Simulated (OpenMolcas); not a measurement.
# Si2H5O (SMILES [SiH2]O[SiH3]): levels of theory compared

Wanted: a comparison of 6 runs (UHF/STO-3G, UB3LYP/6-31G*, UB3LYP/6-311+G**, UBHLYP/6-311+G**, ROMP2/6-311+G**) of Si2H5O. 

The calculation is run with OpenMolcas 26.06.

### Step 1. The system as given

Si2H5O has 8 atoms, charge 0, and is taken as a doublet. As SMILES, `[SiH2]O[SiH3]`. The shape is that of a PBE0-D4/def2-TZVP optimisation. This is one conformer, not always the lowest.

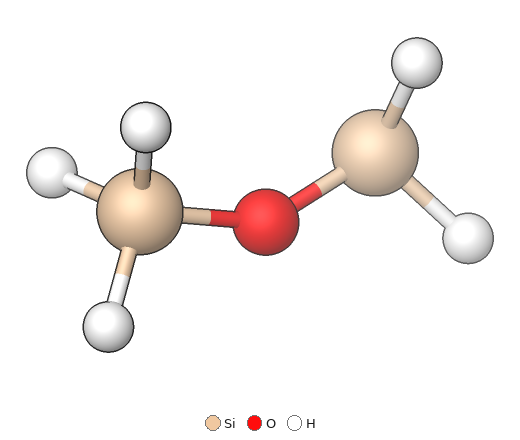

Viewed from a chosen angle; silicon light orange, oxygen red, hydrogen white.

### Step 2. Energy and gradient at UHF/STO-3G (run 1)

File job.inp:

```
>>> EXPORT MOLCAS_PRINT=2

&GATEWAY
 BASLIB = $CurrDir
 COORD
 8
 angstrom
 Si      -1.281200       0.933000      -0.865900
 O       -0.352300      -0.279200      -0.276900
 Si       0.765000      -0.723000       0.835900
 H       -1.902800       0.458100      -2.133600
 H       -0.440600       2.142000      -1.118700
 H        1.291900      -2.054600       0.453100
 H        0.138100      -0.799300       2.180400
 H        1.874100       0.266000       0.869800
 BASIS = STO-3G
 GROUP = NoSym

&SEWARD

&SCF
 UHF
 SPIN = 2
 THRESHOLDS = 1e-10 1e-07 1e-07 1e-05
 PRORBITALS = 1 1

&ALASKA
```

The basis set STO-3G is read from a file made from the Basis Set Exchange's data (not shown).

Command:

```
export MOLCAS_MEM=1860
pymolcas job.inp > job.log
```

The log of the run:

```text
--- Start Module: gateway ---
[...]
--- Stop Module: gateway /rc=_RC_ALL_IS_WELL_ ---
[...]
      Basis functions           28
[...]
--- Start Module: scf ---
[...]
       Convergence after  14 Iterations
[...]
::    Total SCF energy                               -647.9292311451
[...]
      Total spin, S                                     0.5010472163
[...]
      Total electronic charge=   41.000000
      Total            charge=   -0.000000
[...]
      Dipole Moment (debye):
      Origin of the operator (angstrom)=   -0.2482    0.0185   -0.0651
                   X= -2.9097E-01               Y=  4.6628E-01               Z=  8.2274E-01           Total=  9.8943E-01
      Quadrupole Moment (debye*angstrom):
[...]
--- Stop Module: scf /rc=_RC_ALL_IS_WELL_ ---
--- Start Module: alaska ---
[...]
 *              Molecular gradients               *
 **************************************************
  Irreducible representation: a
 ------------------------------------------------------------------------------------------
                              X                       Y                       Z
 ------------------------------------------------------------------------------------------
  SI1              -1.68433485538166E-03   -1.57555871133592E-02    1.07547674796500E-02
  O2               -2.45304624468412E-03    9.37910484492566E-03    6.92845804347897E-03
  SI3              -9.99508282426120E-03   -3.67935901136551E-03   -1.19683407709399E-02
  H4               -1.74523353101024E-02   -9.12588838586870E-03   -2.20850638430239E-02
  H5                1.43001746304541E-02    2.57844993157130E-02   -9.53828605567697E-05
  H6                1.03096754852690E-02   -2.74222663273918E-02   -8.87175935940510E-03
  H7               -1.47844756683426E-02   -1.00042146902629E-03    2.66877440348194E-02
  H8                2.17594247871347E-02    2.18199181463317E-02   -1.35042272403585E-03
[...]
--- Stop Module: alaska /rc=_RC_ALL_IS_WELL_ ---
[...]
```

Run time: 2.9 s. Hardware: 1 thread of Intel Xeon Platinum 8259CL at 2.50GHz (Skylake/Cascade Lake), shared host; peak memory 0.37 GiB.

### Step 3. Energy and gradient at UB3LYP/6-31G(d) (spherical functions) (run 2)

File test.input:

```
>>> EXPORT MOLCAS_PRINT=2

&gateway
 baslib = $CurrDir
 coord
 8
 bohr
 Si    -2.42111711     1.76311447    -1.63631385
 O     -0.66575051    -0.52761153    -0.52326516
 Si     1.44564049    -1.36627199     1.57962207
 H     -3.59577087     0.86568354    -4.03191966
 H     -0.83261333     4.04779336    -2.11403662
 H      2.44133718    -3.88263130     0.85623491
 H      0.26097118    -1.51045809     4.12035884
 H      3.54153573     0.50266715     1.64368378
 basis = 6-31Gs
 group = NoSym

&seward
 gridinput
 Grid=UltraFine
 End of Grid

&scf
 uhf
 spin = 2
 ksdft = B3LYP
 thresholds = 1e-10 1e-07 1e-07 1e-05
 prorbitals = 0

&alaska
```

The basis set 6-31G* is read from a file made from the Basis Set Exchange's data (not shown).

Command:

```
export MOLCAS_MEM=1860
pymolcas test.input > test.log
```

The log of the run:

```text
--- Start Module: gateway ---
[...]
--- Stop Module: gateway /rc=_RC_ALL_IS_WELL_ ---
[...]
      Basis functions           60
[...]
--- Start Module: scf ---
[...]
       Convergence after  13 Iterations
[...]
::    Total KS-DFT energy                            -657.2239678787
[...]
      Total spin, S                                     0.5005435819
[...]
      Total electronic charge=   41.000000
      Total            charge=   -0.000000
[...]
      Dipole Moment (debye):
      Origin of the operator (angstrom)=   -0.2482    0.0185   -0.0651
                   X=  2.2651E-01               Y=  2.3416E-01               Z=  3.2463E-01           Total=  4.5992E-01
      Quadrupole Moment (debye*angstrom):
[...]
--- Stop Module: scf /rc=_RC_ALL_IS_WELL_ ---
[...]
--- Start Module: alaska ---
[...]
 *              Molecular gradients               *
 **************************************************
  Irreducible representation: a
 ------------------------------------------------------------------------------------------
                              X                       Y                       Z
 ------------------------------------------------------------------------------------------
  SI1               8.38640412542269E-03   -8.43890034366979E-03    3.13774096340325E-03
  O2                5.45283022831189E-04    5.89490594944131E-03    3.15017886004654E-03
  SI3              -6.26048124728662E-03    3.32631784544724E-03   -6.25999108024189E-03
  H4                3.41357121345975E-04   -2.27442902133168E-04    1.43286076402660E-03
  H5               -5.00297365843227E-04   -1.38942781493601E-03    1.03833088693273E-03
  H6               -7.69138407484826E-04    5.09763730559332E-04   -6.17342275465838E-04
  H7               -6.28762797260318E-04    3.00810304323329E-04   -1.10809581839888E-03
  H8               -1.11436445171265E-03    2.39732309266216E-05   -7.73682300276635E-04
[...]
--- Stop Module: alaska /rc=_RC_ALL_IS_WELL_ ---
[...]
```

Wall time 38 s (1 thread of Intel Xeon Platinum 8259CL at 2.50GHz (Skylake/Cascade Lake), shared host); peak memory 0.4 GiB.

Runs 3 to 4 aren't shown in full; the table further down has their settings and results.

### Step 4. Energy and forces at UBHLYP/6-311+G(d,p) (run 5)

File test.input:

```
&GATEWAY
 BasLib
 $CurrDir
 Coord
 8
 angstrom
 Si      -1.281200       0.933000      -0.865900
 O       -0.352300      -0.279200      -0.276900
 Si       0.765000      -0.723000       0.835900
 H       -1.902800       0.458100      -2.133600
 H       -0.440600       2.142000      -1.118700
 H        1.291900      -2.054600       0.453100
 H        0.138100      -0.799300       2.180400
 H        1.874100       0.266000       0.869800
 Basis
 6-311pGss
 Group
 NoSym

&SEWARD
 GridInput
 Grid=UltraFine
 End of Grid

&SCF
 UHF
 Spin
 2
 KSDFT
 HYB_GGA_XC_BHANDHLYP
 Thresholds
 1e-10 1e-07 1e-07 1e-05
 PrOrbitals
 0

&ALASKA
```

The basis set 6-311+G** is read from a file made from the Basis Set Exchange's data (not shown).

Command:

```
export MOLCAS_MEM=1860
pymolcas test.input > test.log
```

The log of the run:

```text
--- Start Module: gateway ---
[...]
--- Stop Module: gateway /rc=_RC_ALL_IS_WELL_ ---
[...]
      Basis functions          112
[...]
--- Start Module: scf ---
[...]
       Convergence after  15 Iterations
[...]
::    Total KS-DFT energy                            -657.2295375494
[...]
      Total spin, S                                     0.5009040371
[...]
      Total electronic charge=   41.000000
      Total            charge=   -0.000000
[...]
      Dipole Moment (debye):
      Origin of the operator (angstrom)=   -0.2482    0.0185   -0.0651
                   X=  1.5113E-01               Y=  3.4364E-01               Z=  4.3673E-01           Total=  5.7591E-01
      Quadrupole Moment (debye*angstrom):
[...]
--- Stop Module: scf /rc=_RC_ALL_IS_WELL_ ---
[...]
--- Start Module: alaska ---
[...]
 *              Molecular gradients               *
 **************************************************
  Irreducible representation: a
 ------------------------------------------------------------------------------------------
                              X                       Y                       Z
 ------------------------------------------------------------------------------------------
  SI1               2.45749433616460E-03   -2.21241251546012E-03    7.61881977799650E-03
  O2               -9.79529692136438E-04   -2.59182858870766E-03   -2.13962613205076E-03
  SI3              -4.89787889032023E-03    5.58444588799301E-03   -3.39676392159305E-03
  H4               -1.31794336145408E-03   -1.76008641845227E-03   -3.55335279873170E-03
  H5                1.98509876329034E-03    3.00507183542820E-03   -8.03572819821796E-04
  H6                1.24378556896709E-03   -3.94215299576883E-03   -1.46092883704407E-03
  H7               -1.71360829977463E-03   -5.08411181970925E-04    3.65899229345601E-03
  H8                3.22258157528132E-03    2.42537397691134E-03    7.64324379046721E-05
[...]
--- Stop Module: alaska /rc=_RC_ALL_IS_WELL_ ---
[...]
```

Run time: 80 s. Hardware: 1 thread of Intel Xeon Platinum 8259CL at 2.50GHz (Skylake/Cascade Lake), shared host; peak memory 0.67 GiB.

### Step 5. A single-point energy at ROMP2/6-311+G(d,p) (run 6)

File geom.xyz:

```xyz
8

Si    -1.281200     0.933000    -0.865900
O     -0.352300    -0.279200    -0.276900
Si     0.765000    -0.723000     0.835900
H     -1.902800     0.458100    -2.133600
H     -0.440600     2.142000    -1.118700
H      1.291900    -2.054600     0.453100
H      0.138100    -0.799300     2.180400
H      1.874100     0.266000     0.869800
```

File run.input:

```
&GATEWAY
  BasLib = $CurrDir
  Coord = geom.xyz
  Basis = 6-311pGss
  Group = NoSym

&SEWARD

&SCF
  UHF
  Spin = 2
  Thresholds = 1e-10 1e-07 1e-07 1e-05
  PrOrbitals = 0

&RASSCF
  FileOrb = $Project.UnaOrb
  Spin = 2
  Nactel = 1 0 0
  Inactive = 20
  Ras2 = 1
  OutOrbitals = Canonical
  OrbListing = Nothing

&CASPT2
  IPEA = 0.0
  Frozen = 11
```

The basis set 6-311+G** is read from a file made from the Basis Set Exchange's data (not shown).

Command:

```
export MOLCAS_MEM=1860
pymolcas run.input > run.log
```

The log of the run:

```text
--- Start Module: gateway ---
[...]
--- Stop Module: gateway /rc=_RC_ALL_IS_WELL_ ---
[...]
      Basis functions          112
[...]
       Convergence after  16 Iterations
[...]
::    Total SCF energy                               -655.7100530463
[...]
      Total spin, S                                     0.5014636556
[...]
--- Start Module: rasscf ---
[...]
      Number of active orbitals                  1
[...]
      Spin quantum number                      0.5
[...]
      Active orbitals                            1
[...]
      Number of CSFs                             1
[...]
      Number of root(s) required                 1
[...]
      Convergence after  7 iterations
[...]
      printout of CI-coefficients larger than  0.05 for root  1
      energy=    -655.708852
      conf/sym  1     Coeff  Weight
             1  u   1.00000 1.00000
      Natural orbitals and occupation numbers for root  1
      sym 1:   1.000000
      ************************************************************************************************************************
      *                                                    Final results                                                     *
[...]
::    RASSCF root number  1 Total energy:   -655.70885243
[...]
      Total electronic charge=   41.000000
      Total            charge=   -0.000000
[...]
      Dipole Moment (debye):
      Origin of the operator (angstrom)=   -0.2482    0.0185   -0.0651
                   X=  3.7995E-02               Y=  4.2375E-01               Z=  4.8922E-01           Total=  6.4834E-01
      Quadrupole Moment (debye*angstrom):
[...]
--- Stop Module: rasscf /rc=_RC_ALL_IS_WELL_ ---
[...]
--- Start Module: caspt2 ---
[...]
 ###    WARNING: User changed nr of frozen orbitals.                         ###
 ###############################################################################
[...]
      E2 (Variational):          -0.3906291937
      Total energy:            -656.0994816276
[...]
      Reference weight:           0.88581
[...]
::    CASPT2 Root  1     Total energy:   -656.09948163
[...]
--- Stop Module: caspt2 /rc=_RC_ALL_IS_WELL_ ---
[...]
```

Wall time 36 s (1 thread of Intel Xeon Platinum 8259CL at 2.50GHz (Skylake/Cascade Lake), shared host); peak memory 0.67 GiB.

### Step 6. All runs side by side

```csv
run,level,integration grid,Cartesian functions,energy (Eh),dipole moment (D),HOMO energy (eV),LUMO energy (eV),wall time
1,UHF/STO-3G,–,no,-647.929231,0.99,-5.60,6.53,2.9 s
2,UB3LYP/6-31G* (spherical functions),UltraFine,no,-657.223968,0.46,-5.58,-2.49,38 s
3,UB3LYP/6-31G* (Cartesian functions),UltraFine,yes,-657.228526,0.46,-5.58,-2.49,41 s
4,UB3LYP/6-311+G**,UltraFine,no,-657.312558,0.53,-5.77,-2.72,79 s
5,UBHLYP/6-311+G**,UltraFine,no,-657.229538,0.58,-7.01,-1.57,80 s
6,ROMP2/6-311+G**,–,no,-656.099482,–,–,–,36 s
```

### Step 7. What came out

| quantity | value |
| --- | --- |
| run 6: total energy | -656.09948 Eh |

Over runs 1, 2, 3, 4, 5 the dipole moment (its size) runs from 0.46 D (UB3LYP/6-31G*) to 0.99 D (UHF/STO-3G). The two ends differ in method and basis. Totals of different functionals can't be ranked against each other. In run 1 the basis is minimal, so the values are rough. All runs together took 4.6 min, the longest 80 s.
